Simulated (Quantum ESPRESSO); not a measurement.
Consider GdO2 (P2_1/m).

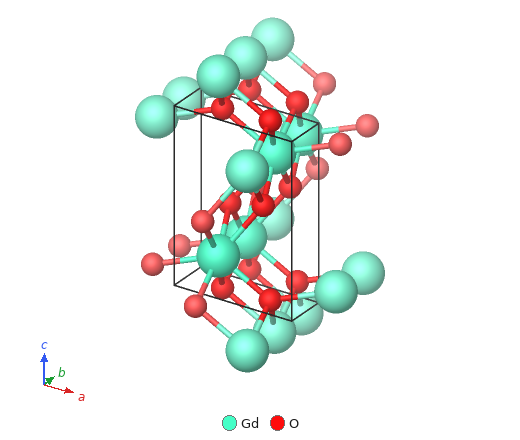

The structure (gadolinium teal, oxygen red). 1×2×1 cells are drawn. Some periodic images of atoms are drawn too.

```
CELL_PARAMETERS angstrom
4.18442 0.00000 0.00000
0.00000 3.72871 0.00000
-1.52080 0.00000 5.88989
ATOMIC_POSITIONS crystal
Gd 0.68094 0.75000 0.79788
Gd 0.31906 0.25000 0.20212
O 0.30052 0.75000 0.44099
O 0.69948 0.25000 0.55902
O 0.23945 0.75000 0.95679
O 0.76055 0.25000 0.04321
```

Absorber: atom 1, with 2 O at 2.29 Å, 1 O at 2.35 Å, 2 O at 2.36 Å and 2 O at 2.38 Å (7-fold, site symmetry m). Method: Quantum ESPRESSO XSpectra, LDA, excited-electron core hole (neutral cell), 12-atom cell with 5.6 Å between holes, 5×5×4 k points, dipole transitions, Lorentzian half width 2 eV (not a setting of the program: the run's 0.4 eV curve was folded afterwards with a further Lorentzian), without spin-orbit coupling.

Where do the maxima of the Gd L₃ edge fall?

Main maxima up to 30 eV above the zero (height): 6.0 eV (2.21). At an L edge the dipole rule selects empty d (and weakly s) states on the absorber, and the strong line at the onset measures the empty part of its d band. 

The Gd L₃ spectrum (energy from the energy zero of the input (xe0, at the border of filled and empty states); intensity scaled to a mean of 1 over the first 20 eV; folded afterwards to Lorentzian half width 2 eV; the points at xe0, where the cut of filled states can leave a spike, are interpolated; polarised curves are means over the symmetry-equivalent atoms):

```tsv
E (eV)	isotropic	ε ∥ x	ε ∥ y	ε ∥ z
-2.0	0.20	0.20	0.21	0.20
-0.5	0.30	0.30	0.30	0.30
1.0	0.49	0.49	0.50	0.48
2.5	0.89	0.90	0.91	0.87
4.0	1.67	1.68	1.68	1.66
5.5	2.18	2.20	2.11	2.23
7.0	2.05	1.99	2.09	2.07
8.5	1.43	1.38	1.47	1.44
10.0	0.95	0.96	0.95	0.94
11.5	0.72	0.76	0.68	0.71
13.0	0.61	0.66	0.57	0.61
14.5	0.56	0.58	0.54	0.56
16.0	0.54	0.54	0.53	0.53
17.5	0.55	0.55	0.55	0.54
19.0	0.55	0.56	0.56	0.54
20.5	0.54	0.55	0.55	0.53
22.0	0.54	0.54	0.55	0.53
23.5	0.55	0.53	0.56	0.55
25.0	0.56	0.53	0.59	0.56
26.5	0.56	0.53	0.58	0.56
28.0	0.56	0.54	0.57	0.58
29.5	0.59	0.57	0.59	0.61
31.0	0.62	0.62	0.61	0.64
```

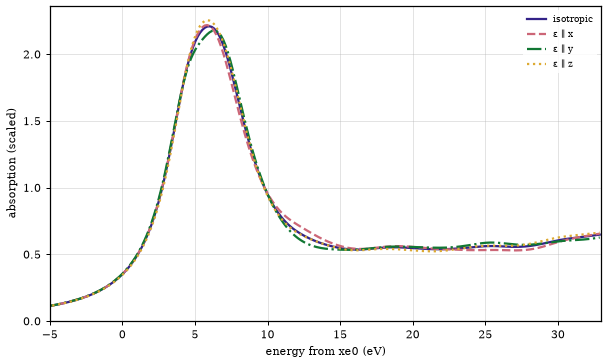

The Gd L₃ edge.

Only the L₃ part is meant: spin–orbit coupling of the core level isn't computed and the L₂ copy isn't added. The run has no spin polarisation, although Gd can carry a moment. Lanthanide 4f electrons are frozen in the core. The unit cell's mesh shows no gap over 0.35 eV. That is right for a metallic compound; for a small-gap or correlated insulator it would be the fault of the functional or of the assumed magnetic order, and the hole would be screened too well. The holes are only 5.6 Å apart, so the shape is probably not converged with cell size; no larger cell was run here. The structure is a computed Materials Project entry and may be a hypothetical form.

[Banner, clock and machine lines of the logs are left out without a mark of their own.]

[Logs are printed without paths, hosts, clocks, repeated set-up lines and the standing remarks that a program may print on its own settings, such as how far it seeks lower states.]

[Hosts, paths, dates, database ids (printed as entryN), source tags and the programs' standing remarks are cut or masked in the printed files.]

[Lists of maxima count a maximum above −3 eV only where it reaches 4 % of the highest in the window and stands out from its surroundings by 2 % of it (1.5 % where it reaches 55 %); shoulders and weaker maxima are passed over, and of the rest the first, up to two pre-edge ones and the few strongest are named.]
